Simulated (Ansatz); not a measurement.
# Calculations on BN$_{2}$H$_{4}$Br

## 1. Relaxation

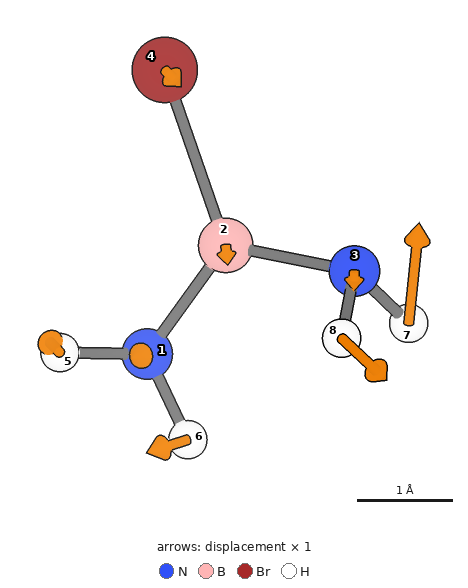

A relaxation of BN2H4Br (coarse preliminary run). The starting structure is drawn; orange arrows show the displacements, at their true length. The two geometries are superimposed by the best rigid fit.

A ball-and-stick model, seen at a tilt.

Level of theory: Ansatz, RKS PBE-D4/def2-SVP. Settings: force threshold 0.03 eV/Å; at most 250 steps.

Atoms of which element are displaced furthest, and by how much?

Answer. Hydrogen: up to 1.29 Å, against 0.40 Å for nitrogen.

What happened in the run?

Answer. The largest move after the best rigid fit is that of H7, 1.29 Å. By element the largest moves are H 1.29 Å, N 0.40 Å, Br 0.32 Å, B 0.23 Å. Among the contacts that change: N3–H8 1.116 → 1.019 Å, B2–N3 1.497 → 1.414 Å, N1–B2 1.489 → 1.414 Å, N1–H5 1.078 → 1.017 Å. Bond angles that change, for instance: B2–N3–H8 107.4° → 123.7°, B2–N1–H5 107.1° → 122.0°, B2–N3–H7 109.7° → 121.9°. The optimiser took 11 steps. The run took of the order of 15 core-seconds on a shared host.

## 2. Relaxation

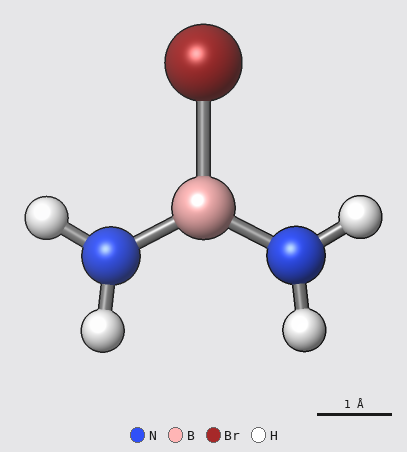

This is the input geometry for a relaxation of BN$_{2}$H$_{4}$Br. A ball-and-stick model, seen face on.

Theory: Ansatz, RKS PBE0-D4/def2-TZVP.

The input:
```yaml
crystal:
  periodic: [false, false, false]
  atoms:
    - {symbol: N, position_ang: [-0.117063, 1.274565, 0.001485]}
    - {symbol: B, position_ang: [-0.239766, -0.111726, -0.248577]}
    - {symbol: N, position_ang: [0.533946, -1.125086, 0.362786]}
    - {symbol: Br, position_ang: [-1.599280, -0.677170, -1.554913]}
    - {symbol: H, position_ang: [-0.702067, 1.960227, -0.469484]}
    - {symbol: H, position_ang: [0.549847, 1.673137, 0.660812]}
    - {symbol: H, position_ang: [0.401032, -2.109312, 0.144186]}
    - {symbol: H, position_ang: [1.265551, -0.941836, 1.048005]}
basis:
  gaussian: {orbitals: def2-TZVP}
hamiltonian: {xc: pbe0, dispersion: d4}
relax: {f_tol: 0.005, max_steps: 200}
```

**What does the optimiser find from here?**

Over 4 geometry steps the energy falls by 2.69 kJ/mol. The largest force component goes from 0.63 to 0.0028 eV/Å. The largest moves after the best rigid fit, 0.026 Å, are those of H6 and H8. Largest moves by element: H 0.026 Å, Br 0.014 Å, N 0.013 Å, B 0.001 Å. Among the contacts that change: N1–H5 1.017 → 1.003 Å, B2–Br4 1.968 → 1.955 Å, B2–N3 1.414 → 1.402 Å.

The structure at the end:

```xyz
8

N    -0.1153    1.2621    0.0028
B    -0.2390   -0.1114   -0.2477
N     0.5300   -1.1135    0.3596
Br   -1.5894   -0.6731   -1.5456
H    -0.6911    1.9410   -0.4588
H     0.5471    1.6493    0.6510
H     0.4027   -2.0848    0.1456
H     1.2473   -0.9267    1.0374
```

## 3. Energy map

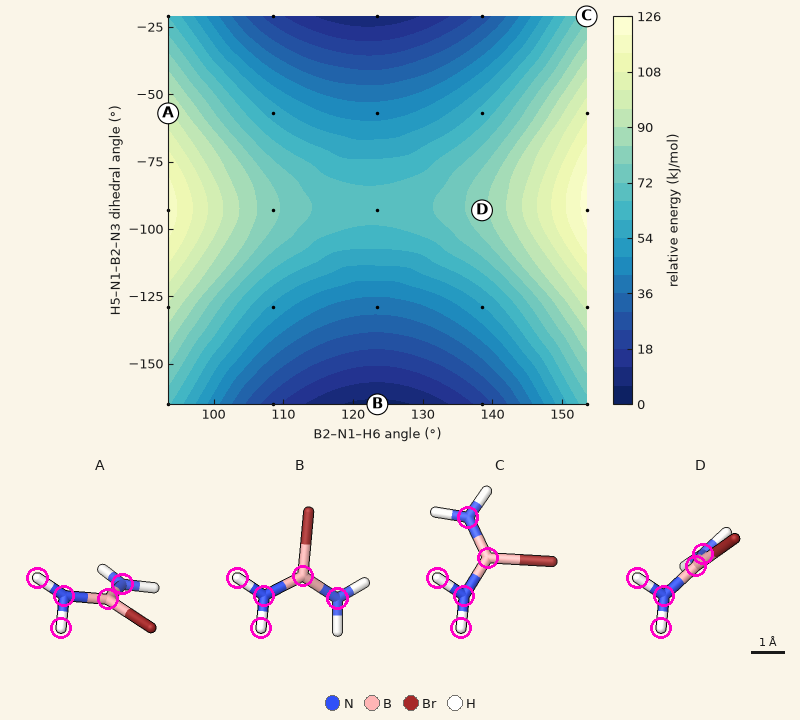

Energy scan for BN2H4Br, in which one B–N–H angle and one H–N–B–N dihedral angle are varied on a grid, with the rest of the molecule carried along rigidly. The map is interpolated between the computed points (dots). The lettered frames are marked on it. A stick model, seen at a tilt. The ringed atoms are those of the scanned coordinates.

Single-point energies from Ansatz with CCSD(T) in the def2-TZVPP basis, on geometries moved rigidly from the minimum at PBE0-D4/def2-TZVP. Coupled cluster with a frozen core. Energies are counted from the PBE0-D4/def2-TZVP minimum geometry at the same level.

What does the map show?

In pairs of (B2–N1–H6 angle (°); H5–N1–B2–N3 dihedral angle (°)): the lowest computed point lies at (123.5, −165.1) (3.9 kJ/mol), the highest at (153.5, −93.1) (122.1 kJ/mol). It lies on the edge of the grid, so the true minimum may be outside the range scanned. The frames lie at A (93.5, −57.1): 97.1 kJ/mol, B (123.5, −165.1): 3.9 kJ/mol, C (153.5, −21.1): 76.3 kJ/mol, D (138.5, −93.1): 82.1 kJ/mol.

The computed points:

Rows: B2–N1–H6 angle (°); columns: H5–N1–B2–N3 dihedral angle (°); values in kJ/mol.

|  | −165.1 | −129.1 | −93.1 | −57.1 | −21.1 |
| --- | --- | --- | --- | --- | --- |
| 93.5 | 66.7 | 94.4 | 117.2 | 97.1 | 65.6 |
| 108.5 | 19.6 | 52.3 | 79.6 | 57.3 | 20.6 |
| 123.5 | 3.9 | 38.2 | 67.6 | 45.6 | 7.8 |
| 138.5 | 20.1 | 53.1 | 82.1 | 62.2 | 26.6 |
| 153.5 | 69.1 | 96.8 | 122.1 | 106.1 | 76.3 |
